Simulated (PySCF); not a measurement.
CH$_{11}$NSi$_{2}$, SMILES `C.[SiH3]N[SiH3]`.

Level of theory: B3LYP/6-31G* (PySCF), at a geometry from GFN2-xTB.

Input

```python
import numpy as np
from pyscf import gto, scf, dft
from pyscf.scf import atom_ks, atom_hf
from scipy.linalg import block_diag
from pyscf.dispersion import dftd3

def solve(mol, dm0=None, hcore=None):
    mf = (dft.UKS if mol.spin else dft.RKS)(mol, xc='b3lyp')
    mf.grids.level = 3
    mf = mf.density_fit(auxbasis='def2-universal-jkfit')
    mf.conv_tol, mf.max_cycle = 1e-8, 80
    if hcore is not None:
        mf.get_hcore = lambda *args: hcore
    mf.kernel(dm0)
    if not mf.converged:
        mf = mf.newton().run(mf.mo_coeff, mf.mo_occ, max_cycle=30)
    assert mf.converged, 'SCF not converged'
    return mf

mol = gto.M(atom='''
C     -3.08558     0.72449    -0.04346
H     -3.40467     1.75703    -0.10419
H     -3.39637     0.19880    -0.93678
H     -3.53821     0.25777     0.82191
H     -2.00777     0.68012     0.04296
Si     1.31410     1.27974    -0.12262
N      0.50118    -0.08593     0.56697
Si     0.25001    -1.65975    -0.11490
H      0.81122     1.42176    -1.48617
H      2.77146     1.10148    -0.14226
H      0.95758     2.41872     0.72483
H      0.40713    -0.04914     1.56934
H     -0.25356    -1.45578    -1.47036
H     -0.72974    -2.31181     0.75426
H      1.49070    -2.44426    -0.15634
''', basis='6-31g*', charge=0, spin=0, verbose=4)
mol_a = gto.M(atom='''
C     -3.08558     0.72449    -0.04346
H     -3.40467     1.75703    -0.10419
H     -3.39637     0.19880    -0.93678
H     -3.53821     0.25777     0.82191
H     -2.00777     0.68012     0.04296
ghost-Si     1.31410     1.27974    -0.12262
ghost-N      0.50118    -0.08593     0.56697
ghost-Si     0.25001    -1.65975    -0.11490
ghost-H      0.81122     1.42176    -1.48617
ghost-H      2.77146     1.10148    -0.14226
ghost-H      0.95758     2.41872     0.72483
ghost-H      0.40713    -0.04914     1.56934
ghost-H     -0.25356    -1.45578    -1.47036
ghost-H     -0.72974    -2.31181     0.75426
ghost-H      1.49070    -2.44426    -0.15634
''', basis='6-31g*', charge=0, spin=0, verbose=4)
mol_b = gto.M(atom='''
ghost-C     -3.08558     0.72449    -0.04346
ghost-H     -3.40467     1.75703    -0.10419
ghost-H     -3.39637     0.19880    -0.93678
ghost-H     -3.53821     0.25777     0.82191
ghost-H     -2.00777     0.68012     0.04296
Si     1.31410     1.27974    -0.12262
N      0.50118    -0.08593     0.56697
Si     0.25001    -1.65975    -0.11490
H      0.81122     1.42176    -1.48617
H      2.77146     1.10148    -0.14226
H      0.95758     2.41872     0.72483
H      0.40713    -0.04914     1.56934
H     -0.25356    -1.45578    -1.47036
H     -0.72974    -2.31181     0.75426
H      1.49070    -2.44426    -0.15634
''', basis='6-31g*', charge=0, spin=0, verbose=4)
ab, a, b = solve(mol), solve(mol_a), solve(mol_b)
e_int = ab.e_tot - a.e_tot - b.e_tot
print('counterpoise-corrected interaction energy / kcal/mol', e_int * 627.5095)
def disp(atoms, charge):
    m = gto.M(atom=atoms, charge=charge, basis='sto-3g', spin=None, unit='Bohr', verbose=0)
    return dftd3.DFTD3Dispersion(m, xc='b3lyp', version='d3bj').get_dispersion()['energy']
e_disp = disp(mol._atom, mol.charge) - disp(mol._atom[:5], mol_a.charge) - disp(mol._atom[5:], mol_b.charge)
print('D3(BJ) part / kcal/mol', e_disp * 627.5095)
# spherically averaged free atoms, for the promolecule
atm = atom_ks.get_atm_nrks(mol, xc='b3lyp')
pro = block_diag(*[(atm[a[0]][2] * atm[a[0]][3]) @ atm[a[0]][2].T for a in mol._atom])
np.savez('result.npz', e_int=e_int, e_disp=e_disp, dm_a=a.make_rdm1(), dm_b=b.make_rdm1(), c=ab.mo_coeff, occ=ab.mo_occ, eps=ab.mo_energy, pro=pro, d=[f.dip_moment(verbose=0) for f in (ab, a, b)])
```

Command:

```sh
OMP_NUM_THREADS=1 python input.py
```

The run took 52 s on 1 thread of Arm Neoverse V1, on a shared host, peak memory 0.44 GiB.

Partitions, critical points and surface values were worked out afterwards from this run's density.

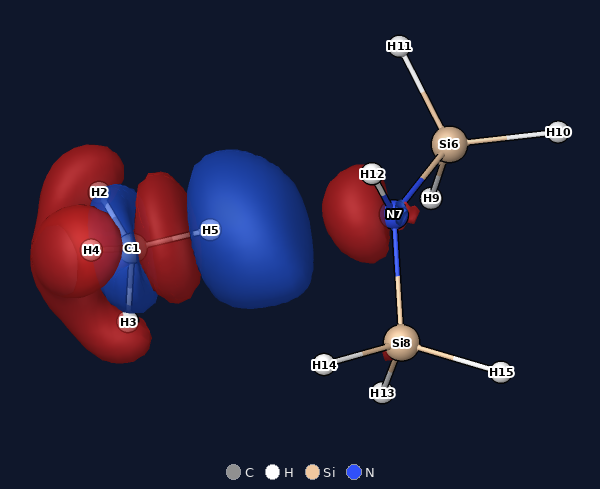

Density of the complex less the densities of the two fragments at the same geometry, ±0.001 e/Å³ (red: gain, blue: loss). Fragment A: H4C (atoms 1–5); fragment B: Si2H7N.

Q: How is the density rearranged on binding?

A: Hirshfeld charges show almost no net transfer (under 0.005 e). By Hirshfeld charges, electrons gather most on C1 (−0.004 e) and leave H5 most (+0.009 e); 0.02 e is displaced in all, which induces a dipole of 0.16 D.

Q: What is the interaction energy, and which contacts carry it?

A: The counterpoise-corrected interaction energy of the frozen fragments is +0.6 kcal/mol without dispersion correction and −1.3 kcal/mol with D3(BJ). The pair geometry is semi-empirical, not a minimum at this level. Contacts: H5···N7, weak C–H hydrogen bond, 2.67 Å, ρ = 0.009 a.u. The pose is a local one from a semi-empirical search, not shown to be the most stable.
